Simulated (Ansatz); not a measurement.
Consider C3H9NSi (SMILES C=C[SiH2]CN).

```yaml
atoms:
  - { symbol: C, position_ang: [-1.5531, 0.8913, 1.8426] }
  - { symbol: C, position_ang: [-0.8991, 0.8977, 0.6743] }
  - { symbol: Si, position_ang: [0.8284, 0.2110, 0.4378] }
  - { symbol: C, position_ang: [0.8334, -1.1964, -0.8437] }
  - { symbol: N, position_ang: [0.3799, -0.8207, -2.1805] }
  - { symbol: H, position_ang: [-1.1009, 0.4867, 2.7558] }
  - { symbol: H, position_ang: [-2.5675, 1.2937, 1.9472] }
  - { symbol: H, position_ang: [-1.4186, 1.3278, -0.1937] }
  - { symbol: H, position_ang: [1.7186, 1.2976, -0.0920] }
  - { symbol: H, position_ang: [1.3441, -0.2340, 1.7738] }
  - { symbol: H, position_ang: [1.8530, -1.6148, -0.9142] }
  - { symbol: H, position_ang: [0.2108, -2.0299, -0.4746] }
  - { symbol: H, position_ang: [-0.5813, -0.4860, -2.1552] }
  - { symbol: H, position_ang: [0.9395, -0.0533, -2.5488] }
```

Method: RKS PBE0/def2-SVP (Ansatz 0.2.0).

### What can the converged electron density and electron localisation function tell about the bonding?

C–C (1.34 Å): the density is about 2.3 e/Å³ at the midpoint; the ELF peaks at about 0.95 between the atoms: a short, multiple covalent bond.
C–Si (1.87 Å): ρ is about 0.95 e/Å³ halfway; the ELF peaks at about 0.95 between the atoms, as expected for a covalent bond.
C–H (1.10 Å): ρ is about 2 e/Å³ halfway; the ELF climbs to about 1 towards the hydrogen, as it does in any bond to H (an ordinary covalent bond to hydrogen).
Si–H (1.50 Å): the density is about 0.75 e/Å³ at the midpoint; the ELF climbs to about 1 towards the hydrogen.

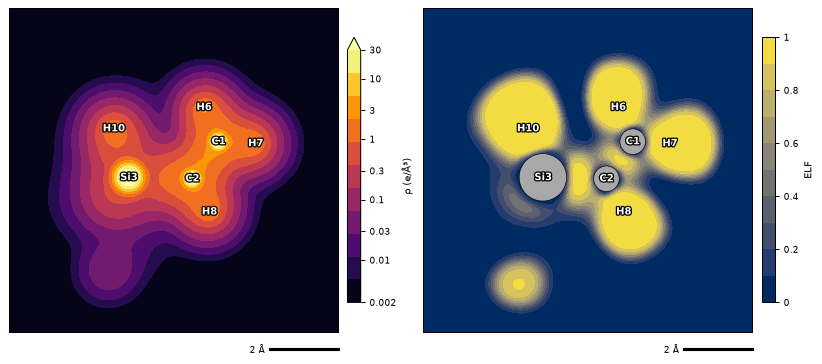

Computed electron density and electron localisation function on the plane of atoms C2, C1 and H7, in this order. Grey discs cover the atomic cores in the ELF map. 
